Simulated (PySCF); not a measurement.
# TiCl₄−: ligand-field states

Wanted: ligand-field states for TiCl₄−.

Computed with PySCF 2.14.0 and routines of our own; the level stands in each step. Atoms count from 0.

### 1 The system as given

5 atoms, charge -1, states of the metal's open shell are computed; geometry from: model start, shaken.

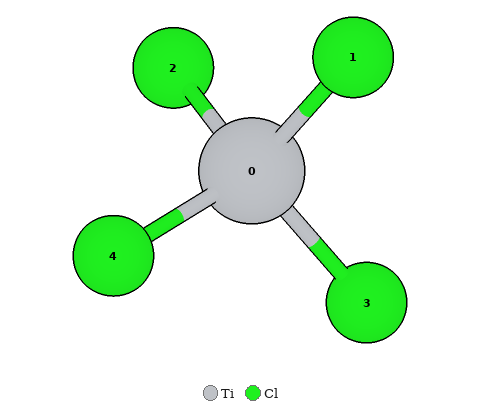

The starting geometry (titanium light grey, chlorine green); sticks join atoms by distance alone.

### 2 Geometry optimisation at PBE0-D3(BJ)/def2-TZVP

What the job is given:

```
{"job": {"xc": "PBE0", "basis": "def2-TZVP", "d3": "d3bj", "grid": 1, "maxiter": 45, "kind": "geom"}, "charge": -1, "metal": "Ti", "open_shell": "d1"}
Ti     0.000020     0.004480    -0.004110
Cl     1.291450     1.297990     1.289940
Cl    -1.303910    -1.284710     1.297430
Cl    -1.314120     1.312160    -1.299460
Cl     1.306390    -1.318770    -1.305250
```

Started as:

```sh
$ OMP_NUM_THREADS=1 python lf_run.py task.json out
```

This one command runs all jobs of the session in turn.

Output:

```text
step   0  E = -2689.90093364  max force = 0.006512
step   1  E = -2689.90188850  max force = 0.001811
step   2  E = -2689.90213346  max force = 0.000498
step   3  E = -2689.90218140  max force = 0.000497
step   4  E = -2689.90218463  max force = 0.000164
optimisation converged
```

It took 77 s on 1 thread of Intel Xeon 6975P-C, shared host; peak memory 0.79 GiB.

Step by step:

```csv
step,energy from step 0 (eV),largest force component (eV/Å)
0,0.0000,0.3349
1,-0.0260,0.0931
2,-0.0326,0.0256
3,-0.0340,0.0256
4,-0.0340,0.0084
```

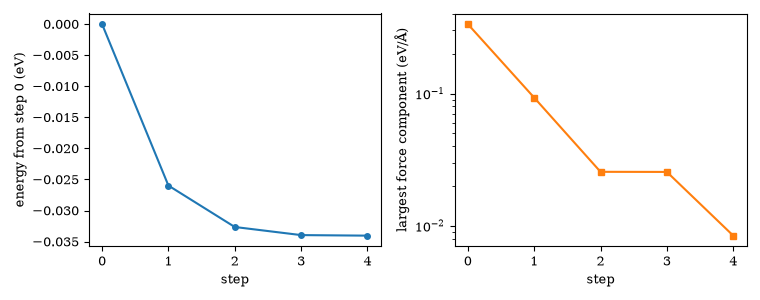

Energy and force, step by step.

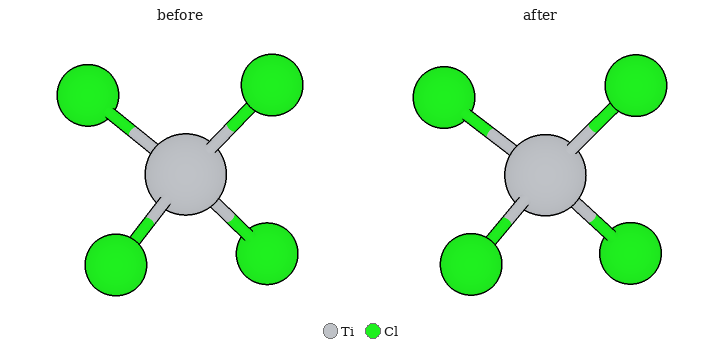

Before and after, at one scale.

Distances of close pairs at the start and the end, largest changes first:

```csv
bond,before (Å),after (Å),change (Å)
Ti0–Cl1,2.240,2.275,+0.036
Ti0–Cl2,2.249,2.275,+0.026
Ti0–Cl3,2.262,2.275,+0.013
Ti0–Cl4,2.269,2.274,+0.005
```

The final coordinates are the input of the step that follows.

```csv
at the end point,value
point group (found at 0.08 Å tolerance),D2d
"rotational constants (GHz, main isotopes)","1.087, 1.029, 1.029"
⟨S²⟩,0.754
```

### 3 Ligand-field states: state-averaged CASSCF in dichloromethane

What the job is given:

```
{"job": {"kind": "lf", "basis": {"metal": "x2c-TZVPall", "ligand": "x2c-SVPall"}, "nevpt": true, "solvent": "dichloromethane"}, "charge": -1, "metal": "Ti", "open_shell": "d1"}
Ti     0.000000     0.000000     0.000000
Cl     1.359932     1.289410     1.289410
Cl     1.359932    -1.289410    -1.289410
Cl    -1.359932    -1.289410     1.289410
Cl    -1.359932     1.289410    -1.289410
```

With the program's defaults for keys left out, this is: state-averaged CASSCF of the metal d shell, SC-NEVPT2 on the averaged canonical orbitals, state-interaction spin-orbit coupling.

Output:

```text
basis functions 120, electrons 91, active (1e, 5o)
stage 1: DIIS on the effective Fock matrix, level shift 0.30
cycle   1  E = -2695.7633639240  dE = -2.696e+03  max|g| = 6.520e-01
cycle   2  E = -2695.8437108587  dE = -8.035e-02  max|g| = 7.786e-01
cycle   3  E = -2696.0546005695  dE = -2.109e-01  max|g| = 4.192e-01
cycle   4  E = -2696.1776920360  dE = -1.231e-01  max|g| = 1.316e-01
cycle   5  E = -2696.2141118399  dE = -3.642e-02  max|g| = 2.586e-02
cycle   6  E = -2696.2151187465  dE = -1.007e-03  max|g| = 3.971e-02
cycle   7  E = -2696.2170677581  dE = -1.949e-03  max|g| = 9.547e-03
cycle   8  E = -2696.2171951285  dE = -1.274e-04  max|g| = 4.314e-03
cycle   9  E = -2696.2171981708  dE = -3.042e-06  max|g| = 3.726e-03
cycle  10  E = -2696.2171943985  dE =  3.772e-06  max|g| = 4.256e-03
cycle  11  E = -2696.2171984547  dE = -4.056e-06  max|g| = 3.645e-03
...
cycle  34  E = -2696.2172081234  dE = -1.782e-08  max|g| = 3.389e-04
cycle  35  E = -2696.2172081373  dE = -1.395e-08  max|g| = 3.033e-04
cycle  36  E = -2696.2172081472  dE = -9.822e-09  max|g| = 2.676e-04
cycle  37  E = -2696.2172081538  dE = -6.597e-09  max|g| = 2.418e-04
cycle  38  E = -2696.2172081577  dE = -3.992e-09  max|g| = 2.191e-04
cycle  39  E = -2696.2172081602  dE = -2.421e-09  max|g| = 2.100e-04
cycle  40  E = -2696.2172081614  dE = -1.246e-09  max|g| = 2.065e-04
stage 2: quasi-Newton rotations from the point of smallest gradient
cycle  42  E = -2696.2172081834  dE = -2.202e-08  max|g| = 1.183e-04
cycle  43  E = -2696.2172081941  dE = -1.063e-08  max|g| = 1.234e-05
cycle  44  E = -2696.2172081944  dE = -2.983e-10  max|g| = 5.099e-06
converged average energy = -2696.2172081944

 mult deg   label        CASSCF/cm-1   NEVPT2/cm-1
   2   1   2B1                 0.0           0.0
   2   1   2A1               354.7         333.1
   2   1   2B2              5229.0        5589.0
   2   2   2E               6242.9        6665.7

spin-orbit levels / cm-1
      0.00  x2  2B1 1.00
    333.40  x2  2A1 1.00
   5593.76  x2  2B2 1.00
   6639.93  x2  2E 1.00
   6705.94  x2  2E 1.00
```

Run time: 6.4 s. Hardware: 1 thread of Intel Xeon 6975P-C, shared host; peak memory 0.46 GiB.

Key values:

```csv
quantity,value
spin-orbit constant ζ,112 cm⁻¹
```

Powder susceptibility:

```csv
T (K),χT (cm³ K/mol),μ(eff)
2,0.349,1.67
5,0.349,1.67
10,0.350,1.67
20,0.351,1.68
30,0.353,1.68
50,0.355,1.69
75,0.359,1.69
100,0.362,1.70
150,0.369,1.72
200,0.376,1.73
250,0.382,1.75
300,0.389,1.76
```

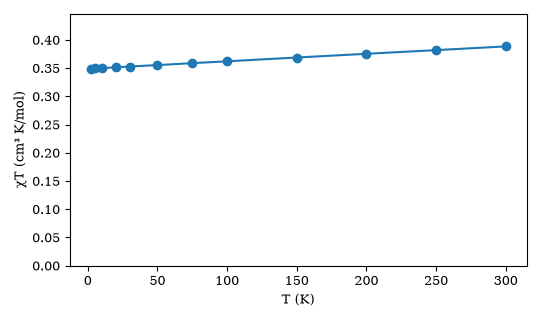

χT against temperature.

The fields below are evaluated on a grid from the run's orbitals.

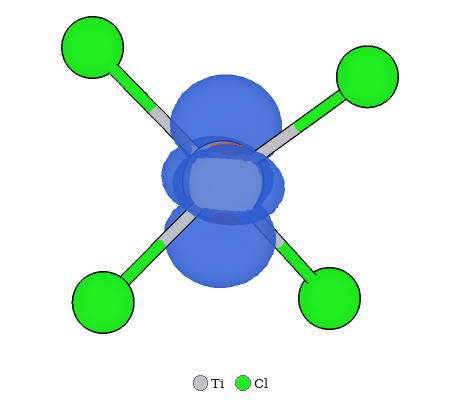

Spin density at ±0.08 e/Å³ (alpha excess blue, beta excess red).

In these pictures sticks join atoms by distance alone, so bonds to metals can be missing or extra.

### 4 Ligand-field states: state-averaged CASSCF (basis x2c-TZVPall) in dichloromethane

What the job is given:

```
{"job": {"kind": "lf", "basis": "x2c-TZVPall", "nevpt": true, "solvent": "dichloromethane"}, "charge": -1, "metal": "Ti", "open_shell": "d1"}
Ti     0.000000     0.000000     0.000000
Cl     1.359932     1.289410     1.289410
Cl     1.359932    -1.289410    -1.289410
Cl    -1.359932    -1.289410     1.289410
Cl    -1.359932     1.289410    -1.289410
```

With the program's defaults for keys left out, this is: state-averaged CASSCF of the metal d shell, SC-NEVPT2 on the averaged canonical orbitals, state-interaction spin-orbit coupling.

Output:

```text
basis functions 196, electrons 91, active (1e, 5o)
stage 1: DIIS on the effective Fock matrix, level shift 0.30
cycle   1  E = -2696.4001229608  dE = -2.696e+03  max|g| = 5.769e-01
cycle   2  E = -2696.5729704030  dE = -1.728e-01  max|g| = 6.719e-01
cycle   3  E = -2696.7558676702  dE = -1.829e-01  max|g| = 3.206e-01
cycle   4  E = -2696.8643888169  dE = -1.085e-01  max|g| = 1.222e-01
cycle   5  E = -2696.8981563728  dE = -3.377e-02  max|g| = 2.128e-02
cycle   6  E = -2696.9002917333  dE = -2.135e-03  max|g| = 3.194e-02
cycle   7  E = -2696.9019188030  dE = -1.627e-03  max|g| = 7.883e-03
cycle   8  E = -2696.9020398579  dE = -1.211e-04  max|g| = 4.708e-03
cycle   9  E = -2696.9020465611  dE = -6.703e-06  max|g| = 3.357e-03
cycle  10  E = -2696.9020474852  dE = -9.240e-07  max|g| = 3.215e-03
cycle  11  E = -2696.9020495872  dE = -2.102e-06  max|g| = 2.986e-03
...
cycle  34  E = -2696.9020572874  dE = -1.132e-08  max|g| = 3.664e-04
cycle  35  E = -2696.9020573045  dE = -1.706e-08  max|g| = 3.457e-04
cycle  36  E = -2696.9020573159  dE = -1.145e-08  max|g| = 3.108e-04
cycle  37  E = -2696.9020573275  dE = -1.163e-08  max|g| = 2.652e-04
cycle  38  E = -2696.9020573352  dE = -7.620e-09  max|g| = 2.332e-04
cycle  39  E = -2696.9020573404  dE = -5.267e-09  max|g| = 2.052e-04
cycle  40  E = -2696.9020573471  dE = -6.690e-09  max|g| = 1.702e-04
stage 2: quasi-Newton rotations from the point of smallest gradient
cycle  42  E = -2696.9020573601  dE = -1.302e-08  max|g| = 6.509e-05
cycle  43  E = -2696.9020573647  dE = -4.530e-09  max|g| = 1.320e-05
cycle  44  E = -2696.9020573649  dE = -2.319e-10  max|g| = 4.057e-06
converged average energy = -2696.9020573649

 mult deg   label        CASSCF/cm-1   NEVPT2/cm-1
   2   1   2B1                 0.0           0.0
   2   1   2A1               370.4         342.9
   2   1   2B2              5157.1        5291.7
   2   2   2E               6170.6        6331.1

spin-orbit levels / cm-1
      0.00  x2  2B1 1.00
    343.23  x2  2A1 1.00
   5296.87  x2  2B2 1.00
   6306.76  x2  2E 1.00
   6370.38  x2  2E 1.00
```

Run time: 15 s. Hardware: 1 thread of Intel Xeon 6975P-C, shared host; peak memory 0.59 GiB.

Key values:

```csv
quantity,value
spin-orbit constant ζ,111 cm⁻¹
```

Powder susceptibility:

```csv
T (K),χT (cm³ K/mol),μ(eff)
2,0.348,1.67
20,0.350,1.67
100,0.362,1.70
300,0.389,1.76
```

### 5 Ligand field across the series

From the NEVPT2 states (cm⁻¹; the spread is that of the fitted one-electron ligand-field levels):

```csv
step,setting,ground state,next state,orbital spread,ζ,"μ(eff), 300 K"
3,as given,2B1,2A1 at 333,6666,112,1.76
4,basis x2c-TZVPall,2B1,2A1 at 343,6331,111,1.76
```

### 6 Results

| quantity | value |
| --- | --- |
| point group | D2d |
| rotational constants (main isotopes) | 1.09, 1.03, 1.03 GHz |
| spin-orbit constant ζ (step 3, state-averaged CASSCF in dichloromethane) | 112 cm⁻¹ |
| ground multiplicity, μ(eff) at 300 K (step 3, 4 donors at 2.27 Å) | 2, 1.76 μB |
| ground multiplicity, μ(eff) at 300 K (step 4, 4 donors at 2.27 Å) | 2, 1.76 μB |

What this shows: The optimisation took 4 steps and gained 0.034 eV; among the close pairs (by a distance rule), Ti0–Cl1 changed most, from 2.240 to 2.275 Å. No frequency check was run at this level, so the end point may be a saddle. In step 3, χT goes from 0.35 at 2 K to 0.39 cm³ K/mol at 300 K, as higher levels fill or mix in. The spread of the ligand-field levels runs from 6331 cm⁻¹ (basis x2c-TZVPall) to 6666 cm⁻¹ (as given); μ(eff) at 300 K: 1.76 μB.
